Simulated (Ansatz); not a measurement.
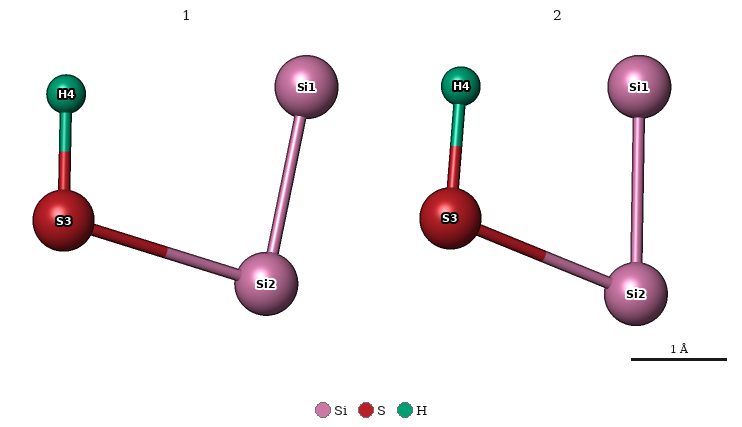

Two geometries of Si2HS (charge −1), drawn at one scale. One is the start of a relaxation, the other its converged end. A ball-and-stick model, seen at a tilt.

Method: Ansatz, RKS PBE0-D4/def2-TZVPD. Set-up: force threshold 0.005 eV/Å; at most 200 steps.

**Which of the two is the end point?**

Structure 2 is the relaxed one. After 7 geometry steps the energy has fallen by 5.52 kcal/mol. The largest force component goes from 1.1 to 0.00086 eV/Å. The largest move after the best rigid fit is that of Si1, 0.45 Å. Largest moves by element: Si 0.45 Å, H 0.30 Å, S 0.18 Å. Some distances before and after: Si1–H4 2.844 → 2.098 Å, Si1–S3 3.229 → 2.663 Å, Si2–S3 2.437 → 2.292 Å, S3–H4 1.334 → 1.406 Å. Bond angles that change, for instance: Si1–Si2–S3 89.2° → 72.9°.
